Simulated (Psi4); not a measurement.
# GaSiH4F (SMILES [F][GaH][SiH3]): r2SCAN/cc-pV(D+d)Z

What is the vertical singlet–triplet gap of GaSiH4F at r2SCAN/cc-pV(D+d)Z? Input form: a Python script.

The calculation is run with Psi4 1.11.

### Step 1. The system as given

GaSiH4F has 7 atoms, charge 0, and is taken as a singlet. SMILES: `[F][GaH][SiH3]`. The coordinates come from a PBE0-D4/def2-TZVP relaxation.

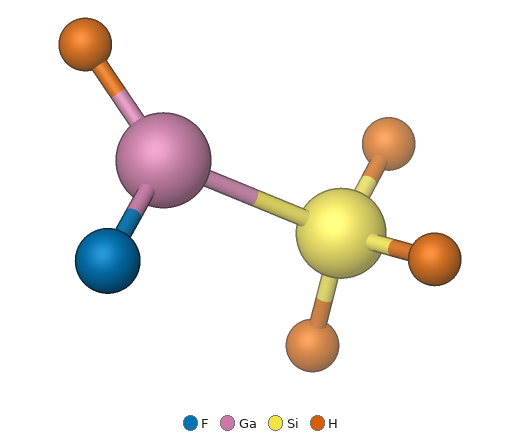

Viewed from a chosen angle; fluorine blue, gallium pink, silicon yellow, hydrogen orange.

### Step 2. A single-point energy at r2SCAN/cc-pV(D+d)Z

run.py

```python
import psi4

psi4.set_memory(1600000000)
psi4.set_num_threads(1)
psi4.set_output_file('output.dat', False)

geom = psi4.geometry("""
0 1
F      0.231600    -2.152100     1.342200
Ga     0.019100    -0.400000     1.279300
Si    -0.029700     0.450800    -0.970800
H     -0.096900     0.235400     2.704700
H     -1.196100    -0.125700    -1.691600
H     -0.144400     1.933400    -0.983000
H      1.216400     0.058100    -1.680800
symmetry c1
""")

psi4.set_options(dict(basis='cc-pV(D+d)Z', puream=True, scf_type='pk', dft_radial_points=99, dft_spherical_points=590))

e, wfn = psi4.energy('R2SCAN', return_wfn=True)
print(f'total energy {e:.8f} hartree = {e * 27.211386:.5f} eV')
```

Run with:

```bash
$ python run.py
```

output.dat:

```text
[...]
  Running in c1 symmetry.
[...]
  Nuclear repulsion =  246.997178545031261
[...]
  Multiplicity = 1
[...]
  Nalpha       = 29
  Nbeta        = 29
[...]
    Number of basis functions: 84
[...]
   @RKS iter   1: -2315.83604594648523   -3.21155e+00   1.21498e-02 DIIS/ADIIS
[...]
   @RKS iter   9: -2316.50926299096955   -4.03434e-08   6.68516e-07 DIIS
[...]
    Orbital Energies [Eh]
    ---------------------
    Doubly Occupied:
       1A   -372.062710     2A    -65.847175     3A    -45.808743
       4A    -40.534503     5A    -40.530863     6A    -40.530619
       7A    -24.447203     8A     -5.488676     9A     -5.216156
      10A     -3.758859    11A     -3.749362    12A     -3.746730
      13A     -3.558082    14A     -3.557680    15A     -3.557659
      16A     -1.076631    17A     -0.795776    18A     -0.793736
      19A     -0.791450    20A     -0.787474    21A     -0.784262
      22A     -0.519488    23A     -0.423365    24A     -0.344484
      25A     -0.337888    26A     -0.329301    27A     -0.326683
      28A     -0.323860    29A     -0.259164
[...]
  @RKS Final Energy: -2316.50926299096955
   => Energetics <=
    Nuclear Repulsion Energy =            246.9971785450312609
    One-Electron Energy =               -3719.0292815007906029
    Two-Electron Energy =                1263.3495257206870974
    DFT Exchange-Correlation Energy =    -107.8266857558974863
    Empirical Dispersion Energy =           0.0000000000000000
    VV10 Nonlocal Energy =                  0.0000000000000000
    Total Energy =                      -2316.5092629909695461
[...]
 Multipole Moments:
 ------------------------------------------------------------------------------------
     Multipole            Electronic (a.u.)      Nuclear  (a.u.)        Total (a.u.)
 ------------------------------------------------------------------------------------
 L = 1.  Multiply by 2.5417464519 to convert [e a0] to [Debye]
 Dipole X            :          0.3123460           -0.4068427           -0.0944967
 Dipole Y            :         -4.1456919            4.9629024            0.8172105
 Dipole Z            :          8.4215336           -8.5775386           -0.1560050
 Magnitude           :                                                    0.8373173
[...]
```

Standard output:

```text
total energy -2316.50926299 hartree = -63035.42773 eV
```

Wall time 29 s (1 thread of INTEL XEON PLATINUM 8581C at 2.30GHz (Emerald Rapids), shared host); peak memory 1.2 GiB.

### Step 3. The triplet at the same level

job.py

```python
import psi4

psi4.set_memory(1600000000)
psi4.set_num_threads(1)
psi4.core.set_output_file('psi4.out', False)

molecule = psi4.geometry("""
0 3
F      0.231600    -2.152100     1.342200
Ga     0.019100    -0.400000     1.279300
Si    -0.029700     0.450800    -0.970800
H     -0.096900     0.235400     2.704700
H     -1.196100    -0.125700    -1.691600
H     -0.144400     1.933400    -0.983000
H      1.216400     0.058100    -1.680800
symmetry c1
""")

options = {'reference': 'uks', 'puream': True, 'scf_type': 'pk', 'dft_radial_points': 99, 'dft_spherical_points': 590, 'maxiter': 100}
psi4.set_options(options)

e, wfn = psi4.energy('r2scan/cc-pV(D+d)Z', return_wfn=True)
print('E =', round(e, 9))
for k, v in sorted(psi4.core.scalar_variables().items()):
    print(f'{k:45s} {v:18.10f}')
```

Run with:

```bash
$ python job.py
```

psi4.out:

```text
[...]
  Running in c1 symmetry.
[...]
  Nuclear repulsion =  246.997178545031261
[...]
  Multiplicity = 3
[...]
  Nalpha       = 30
  Nbeta        = 28
[...]
    Number of basis functions: 84
[...]
   @UKS iter   1: -2315.49392562513958   -2.86943e+00   1.34311e-02 DIIS/ADIIS
[...]
   @UKS iter  12: -2316.36496715528756   -1.56051e-08   2.79951e-07 DIIS
[...]
   @S^2 Observed:                2.005322635E+00
[...]
    Orbital Energies [Eh]
    ---------------------
    Alpha Occupied:
       1A   -372.062043     2A    -65.901687     3A    -45.807992
       4A    -40.532383     5A    -40.531894     6A    -40.530539
       7A    -24.466856     8A     -5.487224     9A     -5.266132
      10A     -3.752657    11A     -3.749147    12A     -3.748732
      13A     -3.612864    14A     -3.606544    15A     -3.605914
      16A     -1.094489    17A     -0.795317    18A     -0.793672
      19A     -0.790534    20A     -0.786873    21A     -0.784930
      22A     -0.558723    23A     -0.447099    24A     -0.372643
      25A     -0.363790    26A     -0.358534    27A     -0.348319
      28A     -0.340168    29A     -0.307810    30A     -0.126687
    Alpha Virtual:
[...]
  @UKS Final Energy: -2316.36496715528756
   => Energetics <=
    Nuclear Repulsion Energy =            246.9971785450312609
    One-Electron Energy =               -3718.1268913473691100
    Two-Electron Energy =                1262.5240754200017363
    DFT Exchange-Correlation Energy =    -107.7593297729511193
    Empirical Dispersion Energy =           0.0000000000000000
    VV10 Nonlocal Energy =                  0.0000000000000000
    Total Energy =                      -2316.3649671552875589
  UHF NO Occupations:
  HONO-2 :   28  A 1.9987418
  HONO-1 :   29  A 1.0000000
[...]
 Multipole Moments:
 ------------------------------------------------------------------------------------
     Multipole            Electronic (a.u.)      Nuclear  (a.u.)        Total (a.u.)
 ------------------------------------------------------------------------------------
 L = 1.  Multiply by 2.5417464519 to convert [e a0] to [Debye]
 Dipole X            :          0.2982878           -0.4068427           -0.1085549
 Dipole Y            :         -3.9806633            4.9629024            0.9822391
 Dipole Z            :          7.9088136           -8.5775386           -0.6687249
 Magnitude           :                                                    1.1932187
[...]
```

On the terminal:

```text
E = -2316.364967155
CURRENT ENERGY                                  -2316.3649671553
CURRENT REFERENCE ENERGY                        -2316.3649671553
DD SOLVATION ENERGY                                 0.0000000000
DFT FUNCTIONAL TOTAL ENERGY                     -2316.3649671553
DFT TOTAL ENERGY                                -2316.3649671553
DFT VV10 ENERGY                                     0.0000000000
DFT XC ENERGY                                    -107.7593297730
GRID ELECTRONS ALPHA                               29.9999995175
GRID ELECTRONS BETA                                27.9999996324
GRID ELECTRONS TOTAL                               57.9999991499
NUCLEAR REPULSION ENERGY                          246.9971785450
ONE-ELECTRON ENERGY                             -3718.1268913474
PCM POLARIZATION ENERGY                             0.0000000000
PE ENERGY                                           0.0000000000
SCF ITERATION ENERGY                            -2316.3649671553
SCF ITERATIONS                                     12.0000000000
SCF TOTAL ENERGY                                -2316.3649671553
TWO-ELECTRON ENERGY                              1262.5240754200
XC GRID RADIAL POINTS                              99.0000000000
XC GRID SPHERICAL POINTS                          590.0000000000
XC GRID TOTAL POINTS                           390085.0000000000
```

Wall time 43 s (1 thread of INTEL XEON PLATINUM 8581C at 2.30GHz (Emerald Rapids), shared host); peak memory 1.2 GiB.

### Step 4. Summary of results

Level: r2SCAN/cc-pV(D+d)Z.

| quantity | value |
| --- | --- |
| singlet: total energy | -2316.50926 Eh |
| singlet: dipole moment | 2.13 D |
| singlet: HOMO energy | -7.05 eV |
| singlet: LUMO energy | -2.44 eV |
| singlet: HOMO–LUMO gap | 4.62 eV |
| triplet: total energy | -2316.36497 Eh |
| triplet: dipole moment | 3.03 D |
| triplet: HOMO energy (highest over α and β) | -3.45 eV |
| triplet: ⟨S²⟩ | 2.005 |
| vertical energy of the triplet above the singlet | 3.926 eV |

What this shows: At this shape the triplet lies 3.93 eV (91 kcal/mol) above the singlet.
